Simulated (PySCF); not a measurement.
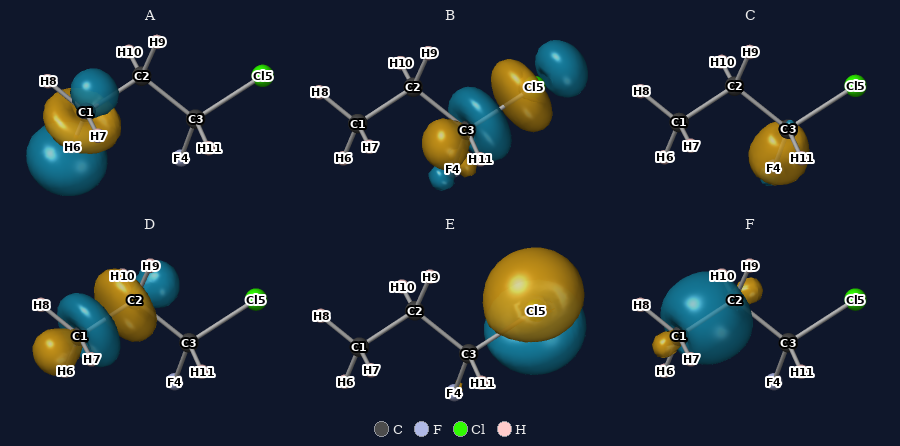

*C$_{3}$H$_{6}$ClF, SMILES `CCC(F)Cl`. Intrinsic bond orbitals (IBO), occupied and valence-virtual; each surface holds about 80 % of the orbital's density. Energies are diagonal elements of the Fock matrix.*

Method: B3LYP/cc-pVTZ; geometry: GFN2-xTB; program: PySCF. No frequency check shows the geometry to be a minimum. GFN2-xTB bond lengths at metals and heavier atoms can be off by up to 0.1 Å and shapes distorted, which carries into these values.

Cartesian coordinates (Å):

```
C1      -2.3687    0.2583    0.1098
C2      -0.9601    0.6957   -0.2802
C3       0.0808   -0.2232    0.3332
F4      -0.0191   -1.4756   -0.1887
Cl5      1.7322    0.3753   -0.0007
H6      -2.5516   -0.7624   -0.2160
H7      -2.5019    0.3082    1.1880
H8      -3.1014    0.9086   -0.3596
H9      -0.7667    1.7117    0.0646
H10     -0.8464    0.6698   -1.3652
H11     -0.0194   -0.3211    1.4206
```

Identify each orbital.

By panel:
- A: σ* orbital H6–C1 (H6 57 %, C1 42 %; 9.2 eV)
- B: σ* orbital C3–Cl5 (C3 55 %, Cl5 41 %; 2.5 eV)
- C: σ bond F4–C3 (F4 70 %, C3 30 %; −24.0 eV)
- D: σ* orbital C1–C2 (C1 50 %, C2 49 %; 9.3 eV)
- E: lone pair on Cl5 (p-type) (Cl5 98 %; −8.9 eV)
- F: σ bond C2–C1 (C2 50 %, C1 49 %; −14.6 eV)

How do all the valence pairs divide up?

16 pairs: 10 σ bonds and 6 lone pairs.
